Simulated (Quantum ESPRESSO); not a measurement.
# O on hollow sites of W(110): a series in the coverage, part 9 of 10

What law, if any, do the results for O on hollow sites of W(110) follow against the coverage?

Quantum ESPRESSO 7.5; plane-wave DFT, PBE, GBRV ultrasoft pseudopotentials.

So far. Step 9 (Relaxing the ions, 0.75 ML): The relaxation lowers the energy by 355 meV an atom. On the free atoms the largest force ends at 0.037 eV/Å. Step 10 (SCF with pw.x, 0.75 ML): Inside the slab this potential holds the local part of the pseudopotentials, which can be repulsive at the nuclei; only its value in the vacuum has a meaning of its own.

### Step 11. Relaxation with pw.x, 1 ML

System of this step: W(110), 3 layers, 1 sites a cell, 1 O on hollow sites. The cell holds 4 atoms: 3 W and 1 O. Cell: a = 2.756 Å, b = 2.756 Å, c = 20.310 Å, α = 90.0°, β = 90.0°, γ = 70.5°. It derives from W. Vacuum lies along c.

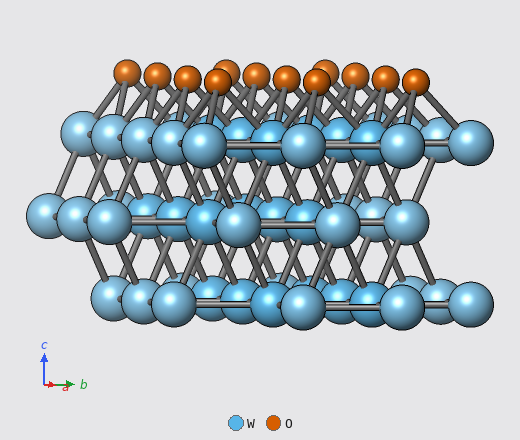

The cell of this step (tungsten blue, oxygen orange). 3×2×1 cells are drawn. Some periodic images of atoms are drawn too.

File m8.relax.in:

```
&control
  prefix = 'm8.relax'
  outdir = './out'
  pseudo_dir = './pseudo'
  nstep = 70
  forc_conv_thr = 0.0015
  calculation = 'relax'
/
&system
  ibrav = 0
  nat = 4
  ntyp = 2
  ecutwfc = 40
  ecutrho = 200
  occupations = 'smearing'
  smearing = 'mv'
  degauss = 0.02
/
&electrons
  conv_thr = 1e-07
  mixing_beta = 0.3
  electron_maxstep = 120
  mixing_mode = 'local-TF'
/
&ions
/
ATOMIC_SPECIES
  W   183.8400  w_pbe_v1.2.uspp.F.UPF
  O   15.9990  o_pbe_v1.2.uspp.F.UPF
CELL_PARAMETERS angstrom
  2.25011857378899 -1.59107410200000 0.00000000000000
  2.25011857378899 1.59107410200000 0.00000000000000
  0.00000000000000 0.00000000000000 20.31019709156372
ATOMIC_POSITIONS crystal
  W   0.660000000000 0.660000000000 0.347070116820 0 0 0
  W   0.160000000000 0.160000000000 0.457857745500 0 0 0
  W   0.660000000000 0.660000000000 0.568645374180
  O   0.000000000000 0.000000000000 0.652929883180
K_POINTS automatic
  9 9 1 0 0 0
```

Run with:

```sh
$ OMP_NUM_THREADS=1 mpirun -n 8 pw.x -nk 4 -in m8.relax.in > m8.relax.out
```

What it wrote:

```text
[banner, memory and clock lines left out]
Program PWSCF v.7.5 starts
[...]
Message from routine setup:
[...]
number of electrons       =        48.00
     number of Kohn-Sham states=           29
     kinetic-energy cutoff     =      40.0000  Ry
     charge density cutoff     =     200.0000  Ry
[...]
number of k points=    25  Marzari-Vanderbilt smearing, width (Ry)=  0.0200
[...]
Dense  grid:    47027 G-vectors     FFT dimensions: (  24,  24, 180)
[...]
negative rho (up, down):  1.901E-01 0.000E+00
     Starting wfcs are   43 randomized atomic wfcs
[...]
negative rho (up, down):  1.894E-01 0.000E+00
[...]
estimated scf accuracy    <       1.12078574 Ry
[...]
negative rho (up, down):  1.894E-01 0.000E+00
[...]
estimated scf accuracy    <       0.52682797 Ry
[...]
negative rho (up, down):  1.930E-01 0.000E+00
[...]
estimated scf accuracy    <       0.21635886 Ry
[...]
negative rho (up, down):  1.932E-01 0.000E+00
[...]
estimated scf accuracy    <       0.17273374 Ry
[...]
negative rho (up, down):  1.943E-01 0.000E+00
[...]
estimated scf accuracy    <       0.02532205 Ry
[...]
negative rho (up, down):  1.967E-01 0.000E+00
[...]
estimated scf accuracy    <       0.04115361 Ry
[...]
negative rho (up, down):  1.964E-01 0.000E+00
[...]
estimated scf accuracy    <       0.00509200 Ry
[...]
negative rho (up, down):  1.965E-01 0.000E+00
[...]
estimated scf accuracy    <       0.00512791 Ry
[...]
negative rho (up, down):  1.966E-01 0.000E+00
[...]
estimated scf accuracy    <       0.00217150 Ry
[...]
negative rho (up, down):  1.965E-01 0.000E+00
[...]
estimated scf accuracy    <       0.00209978 Ry
[...]
negative rho (up, down):  1.960E-01 0.000E+00
[...]
estimated scf accuracy    <       0.00047379 Ry
[...]
negative rho (up, down):  1.961E-01 0.000E+00
[...]
estimated scf accuracy    <       0.00013167 Ry
[...]
negative rho (up, down):  1.967E-01 0.000E+00
[...]
estimated scf accuracy    <       0.00009602 Ry
[...]
negative rho (up, down):  1.968E-01 0.000E+00
[...]
estimated scf accuracy    <       0.00002610 Ry
[...]
negative rho (up, down):  1.968E-01 0.000E+00
[...]
estimated scf accuracy    <       0.00000330 Ry
[...]
negative rho (up, down):  1.969E-01 0.000E+00
[...]
estimated scf accuracy    <       0.00000366 Ry
[...]
negative rho (up, down):  1.969E-01 0.000E+00
[...]
estimated scf accuracy    <       0.00000084 Ry
[...]
negative rho (up, down):  1.969E-01 0.000E+00
[...]
estimated scf accuracy    <       0.00000036 Ry
[...]
negative rho (up, down):  1.969E-01 0.000E+00
[...]
the Fermi energy is     3.7982 ev
!    total energy              =    -509.49166929 Ry
     estimated scf accuracy    <       0.00000005 Ry
     smearing contrib. (-TS)   =      -0.00195517 Ry
     internal energy E=F+TS    =    -509.48971412 Ry
[...]
one-electron contribution =   -2881.10059004 Ry
     hartree contribution      =    1440.31830885 Ry
     xc contribution           =    -130.44030855 Ry
     ewald contribution        =    1061.73287563 Ry
     convergence has been achieved in  19 iterations
     negative rho (up, down):  1.969E-01 0.000E+00
[...]
Total force =     0.329254     Total SCF correction =     0.000981
[...]
negative rho (up, down):  1.961E-01 0.000E+00
[...]
negative rho (up, down):  1.961E-01 0.000E+00
[...]
estimated scf accuracy    <       0.03378482 Ry
[...]
negative rho (up, down):  1.961E-01 0.000E+00
[...]
estimated scf accuracy    <       0.01005242 Ry
[...]
negative rho (up, down):  1.962E-01 0.000E+00
[...]
estimated scf accuracy    <       0.00340618 Ry
[...]
negative rho (up, down):  1.963E-01 0.000E+00
[...]
estimated scf accuracy    <       0.00145630 Ry
[...]
negative rho (up, down):  1.962E-01 0.000E+00
[...]
estimated scf accuracy    <       0.00082212 Ry
[...]
negative rho (up, down):  1.962E-01 0.000E+00
[...]
estimated scf accuracy    <       0.00030097 Ry
[...]
negative rho (up, down):  1.961E-01 0.000E+00
[...]
estimated scf accuracy    <       0.00014839 Ry
[...]
negative rho (up, down):  1.961E-01 0.000E+00
[...]
estimated scf accuracy    <       0.00006635 Ry
[...]
negative rho (up, down):  1.962E-01 0.000E+00
[...]
estimated scf accuracy    <       0.00002712 Ry
[...]
negative rho (up, down):  1.964E-01 0.000E+00
[...]
estimated scf accuracy    <       0.00001235 Ry
[...]
negative rho (up, down):  1.965E-01 0.000E+00
[...]
estimated scf accuracy    <       0.00000161 Ry
[...]
negative rho (up, down):  1.965E-01 0.000E+00
[...]
estimated scf accuracy    <       0.00000104 Ry
[...]
negative rho (up, down):  1.965E-01 0.000E+00
[...]
estimated scf accuracy    <       0.00000012 Ry
[...]
negative rho (up, down):  1.965E-01 0.000E+00
[...]
the Fermi energy is     4.0857 ev
!    total energy              =    -509.58153081 Ry
     estimated scf accuracy    <       0.00000004 Ry
     smearing contrib. (-TS)   =      -0.00207377 Ry
     internal energy E=F+TS    =    -509.57945703 Ry
[...]
one-electron contribution =   -2872.97070035 Ry
     hartree contribution      =    1436.45833673 Ry
     xc contribution           =    -130.52692435 Ry
     ewald contribution        =    1057.45983094 Ry
     convergence has been achieved in  14 iterations
     negative rho (up, down):  1.965E-01 0.000E+00
[...]
Total force =     0.196748     Total SCF correction =     0.000700
[...]
negative rho (up, down):  1.965E-01 0.000E+00
[...]
negative rho (up, down):  1.964E-01 0.000E+00
[...]
estimated scf accuracy    <       0.02515306 Ry
[...]
negative rho (up, down):  1.964E-01 0.000E+00
[...]
estimated scf accuracy    <       0.01021374 Ry
[...]
negative rho (up, down):  1.964E-01 0.000E+00
[...]
estimated scf accuracy    <       0.00527892 Ry
[...]
negative rho (up, down):  1.965E-01 0.000E+00
[...]
estimated scf accuracy    <       0.00900637 Ry
[...]
negative rho (up, down):  1.963E-01 0.000E+00
[...]
estimated scf accuracy    <       0.00359155 Ry
[...]
negative rho (up, down):  1.961E-01 0.000E+00
[...]
estimated scf accuracy    <       0.00036371 Ry
[...]
negative rho (up, down):  1.961E-01 0.000E+00
[...]
estimated scf accuracy    <       0.00007403 Ry
[...]
negative rho (up, down):  1.962E-01 0.000E+00
[...]
negative rho (up, down):  2.001E-01 0.000E+00
[...]
estimated scf accuracy    <       0.00005456 Ry
[...]
negative rho (up, down):  2.001E-01 0.000E+00
[...]
estimated scf accuracy    <       0.00001641 Ry
[...]
negative rho (up, down):  2.000E-01 0.000E+00
[...]
estimated scf accuracy    <       0.00000796 Ry
[...]
negative rho (up, down):  2.000E-01 0.000E+00
[...]
estimated scf accuracy    <       0.00000079 Ry
[...]
negative rho (up, down):  1.999E-01 0.000E+00
[...]
estimated scf accuracy    <       0.00000539 Ry
[...]
negative rho (up, down):  1.999E-01 0.000E+00
[...]
estimated scf accuracy    <       0.00000031 Ry
[...]
negative rho (up, down):  1.999E-01 0.000E+00
[...]
estimated scf accuracy    <       0.00000009 Ry
[...]
negative rho (up, down):  1.999E-01 0.000E+00
[...]
estimated scf accuracy    <       0.00000007 Ry
[...]
negative rho (up, down):  1.999E-01 0.000E+00
[...]
estimated scf accuracy    <       0.00000006 Ry
[...]
negative rho (up, down):  1.999E-01 0.000E+00
[...]
the Fermi energy is     4.3894 ev
!    total energy              =    -509.61269498 Ry
     estimated scf accuracy    <       0.00000002 Ry
     smearing contrib. (-TS)   =      -0.00209907 Ry
     internal energy E=F+TS    =    -509.61059591 Ry
[...]
one-electron contribution =   -2882.82976237 Ry
     hartree contribution      =    1441.67420663 Ry
     xc contribution           =    -130.64749406 Ry
     ewald contribution        =    1062.19245390 Ry
     convergence has been achieved in  14 iterations
     negative rho (up, down):  1.999E-01 0.000E+00
[...]
Total force =     0.045354     Total SCF correction =     0.000666
[...]
negative rho (up, down):  1.994E-01 0.000E+00
[...]
negative rho (up, down):  1.994E-01 0.000E+00
[...]
estimated scf accuracy    <       0.00069843 Ry
[...]
negative rho (up, down):  1.994E-01 0.000E+00
[...]
estimated scf accuracy    <       0.00040586 Ry
[...]
negative rho (up, down):  1.994E-01 0.000E+00
[...]
estimated scf accuracy    <       0.00004277 Ry
[...]
negative rho (up, down):  1.994E-01 0.000E+00
[...]
estimated scf accuracy    <       0.00001074 Ry
[...]
negative rho (up, down):  1.993E-01 0.000E+00
[...]
estimated scf accuracy    <       0.00000588 Ry
[...]
negative rho (up, down):  1.993E-01 0.000E+00
[...]
estimated scf accuracy    <       0.00000252 Ry
[...]
negative rho (up, down):  1.994E-01 0.000E+00
[...]
estimated scf accuracy    <       0.00000161 Ry
[...]
negative rho (up, down):  1.994E-01 0.000E+00
[...]
estimated scf accuracy    <       0.00000017 Ry
[...]
negative rho (up, down):  1.994E-01 0.000E+00
[...]
estimated scf accuracy    <       0.00000008 Ry
[...]
negative rho (up, down):  1.994E-01 0.000E+00
[...]
estimated scf accuracy    <       0.00000007 Ry
[...]
negative rho (up, down):  1.994E-01 0.000E+00
[...]
the Fermi energy is     4.4030 ev
!    total energy              =    -509.61580551 Ry
     estimated scf accuracy    <       0.00000002 Ry
     smearing contrib. (-TS)   =      -0.00215241 Ry
     internal energy E=F+TS    =    -509.61365311 Ry
[...]
one-electron contribution =   -2897.08519863 Ry
     hartree contribution      =    1448.81186008 Ry
     xc contribution           =    -130.65725696 Ry
     ewald contribution        =    1069.31694240 Ry
     convergence has been achieved in  11 iterations
     negative rho (up, down):  1.994E-01 0.000E+00
[...]
Total force =     0.036637     Total SCF correction =     0.000153
[...]
negative rho (up, down):  1.969E-01 0.000E+00
[...]
negative rho (up, down):  1.969E-01 0.000E+00
[...]
estimated scf accuracy    <       0.00099403 Ry
[...]
negative rho (up, down):  1.969E-01 0.000E+00
[...]
estimated scf accuracy    <       0.00059373 Ry
[...]
negative rho (up, down):  1.968E-01 0.000E+00
[...]
estimated scf accuracy    <       0.00011195 Ry
[...]
negative rho (up, down):  1.968E-01 0.000E+00
[...]
estimated scf accuracy    <       0.00002286 Ry
[...]
negative rho (up, down):  1.968E-01 0.000E+00
[...]
estimated scf accuracy    <       0.00001185 Ry
[...]
negative rho (up, down):  1.968E-01 0.000E+00
[...]
estimated scf accuracy    <       0.00000535 Ry
[...]
negative rho (up, down):  1.968E-01 0.000E+00
[...]
estimated scf accuracy    <       0.00000189 Ry
[...]
negative rho (up, down):  1.968E-01 0.000E+00
[...]
estimated scf accuracy    <       0.00000035 Ry
[...]
negative rho (up, down):  1.969E-01 0.000E+00
[...]
estimated scf accuracy    <       0.00000018 Ry
[...]
negative rho (up, down):  1.969E-01 0.000E+00
[...]
estimated scf accuracy    <       0.00000019 Ry
[...]
negative rho (up, down):  1.969E-01 0.000E+00
[...]
estimated scf accuracy    <       0.00000006 Ry
[...]
negative rho (up, down):  1.969E-01 0.000E+00
[...]
the Fermi energy is     4.4298 ev
!    total energy              =    -509.61825144 Ry
     estimated scf accuracy    <       0.00000002 Ry
     smearing contrib. (-TS)   =      -0.00218508 Ry
     internal energy E=F+TS    =    -509.61606636 Ry
[...]
one-electron contribution =   -2914.18078093 Ry
     hartree contribution      =    1457.38130608 Ry
     xc contribution           =    -130.67557578 Ry
     ewald contribution        =    1077.85898426 Ry
     convergence has been achieved in  12 iterations
     negative rho (up, down):  1.969E-01 0.000E+00
[...]
estimated scf accuracy    <       0.00000001 Ry
[...]
negative rho (up, down):  1.967E-01 0.000E+00
[...]
estimated scf accuracy    <          9.8E-09 Ry
[...]
negative rho (up, down):  1.967E-01 0.000E+00
[...]
estimated scf accuracy    <          6.0E-09 Ry
[...]
negative rho (up, down):  1.967E-01 0.000E+00
[...]
estimated scf accuracy    <          1.5E-09 Ry
[...]
negative rho (up, down):  1.967E-01 0.000E+00
[...]
the Fermi energy is     4.4661 ev
!    total energy              =    -509.62653194 Ry
     estimated scf accuracy    <          5.0E-10 Ry
     smearing contrib. (-TS)   =      -0.00193224 Ry
     internal energy E=F+TS    =    -509.62459970 Ry
[...]
one-electron contribution =   -3020.24209304 Ry
     hartree contribution      =    1510.44728441 Ry
     xc contribution           =    -130.79582086 Ry
     ewald contribution        =    1130.96602978 Ry
     convergence has been achieved in  12 iterations
     negative rho (up, down):  1.967E-01 0.000E+00
[...]
Total force =     0.006238     Total SCF correction =     0.000083
[...]
negative rho (up, down):  1.969E-01 0.000E+00
[...]
negative rho (up, down):  1.969E-01 0.000E+00
[...]
estimated scf accuracy    <       0.00001803 Ry
[...]
negative rho (up, down):  1.970E-01 0.000E+00
[...]
estimated scf accuracy    <       0.00001171 Ry
[...]
negative rho (up, down):  1.970E-01 0.000E+00
[...]
estimated scf accuracy    <       0.00000138 Ry
[...]
negative rho (up, down):  1.970E-01 0.000E+00
[...]
estimated scf accuracy    <       0.00000047 Ry
[...]
negative rho (up, down):  1.970E-01 0.000E+00
[...]
estimated scf accuracy    <       0.00000021 Ry
[...]
negative rho (up, down):  1.970E-01 0.000E+00
[...]
estimated scf accuracy    <       0.00000009 Ry
[...]
negative rho (up, down):  1.970E-01 0.000E+00
[...]
estimated scf accuracy    <       0.00000002 Ry
[...]
negative rho (up, down):  1.970E-01 0.000E+00
[...]
estimated scf accuracy    <          4.6E-09 Ry
[...]
negative rho (up, down):  1.970E-01 0.000E+00
[...]
estimated scf accuracy    <          3.6E-09 Ry
[...]
negative rho (up, down):  1.970E-01 0.000E+00
[...]
estimated scf accuracy    <          2.7E-09 Ry
[...]
negative rho (up, down):  1.970E-01 0.000E+00
[...]
```

It took 4.2 min on 8 MPI ranks of Arm Neoverse V1, shared host; peak memory 0.81 GiB.

Relaxation path:

| step | energy less that of the first step (eV) | largest force (eV/Å) |
| --- | --- | --- |
| 1 | 0.0000 | 5.9980 |
| 2 | -1.2226 | 3.9907 |
| 3 | -1.5778 | 2.1939 |
| 4 | -1.6466 | 0.9959 |
| 5 | -1.6890 | 0.8718 |
| 6 | -1.7222 | 0.7241 |
| 7 | -1.7599 | 0.7307 |
| 8 | -1.7967 | 0.8671 |
| 9 | -1.8164 | 0.6847 |
| 10 | -1.8327 | 0.1927 |
| 11 | -1.8341 | 0.1426 |
| 12 | -1.8349 | 0.1531 |
| 13 | -1.8358 | 0.1594 |
| 14 | -1.8372 | 0.1603 |
| 15 | -1.8390 | 0.1502 |
| 16 | -1.8409 | 0.1200 |
| 17 | -1.8423 | 0.0527 |
| 18 | -1.8424 | 0.0245 |

The atoms that moved most (Å):

| atom | dx | dy | dz | length |
| --- | --- | --- | --- | --- |
| O4 | 0.195 | 0.000 | -0.483 | 0.521 |
| W3 | 0.117 | 0.000 | 0.015 | 0.118 |

The relaxation lowers the energy by 461 meV an atom. On the free atoms the largest force ends at 0.024 eV/Å.

This step gave:

| Property | Result |
| --- | --- |
| free energy | -6933.8297 eV |
| Fermi energy | 4.460 eV |

[end of part 9 of 10]

[Logs are printed without paths, hosts, clocks, repeated set-up lines and the standing remarks that a program may print on its own settings, such as how far it seeks lower states.]

[Hosts, paths, dates, database ids (printed as entryN), source tags and the programs' standing remarks are cut or masked in the printed files.]

[Maps of the electrostatic potential energy from Ansatz leave out the sawtooth potential of an applied field or a dipole correction, so their vacuum need not be flat; planar profiles and work functions include it.]
